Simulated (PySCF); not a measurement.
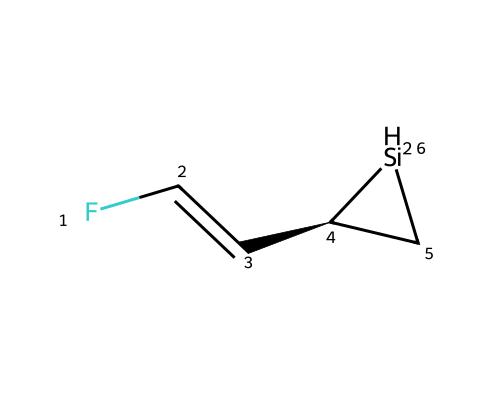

A structural formula, with wedges where it has stereocentres; small numbers name the atoms. The configuration is that of a computed structure (PBE0-D3(BJ)/def2-SVP).

Question: What are the Cahn–Ingold–Prelog descriptors?

Answer: C4: R; C2=C3: E.
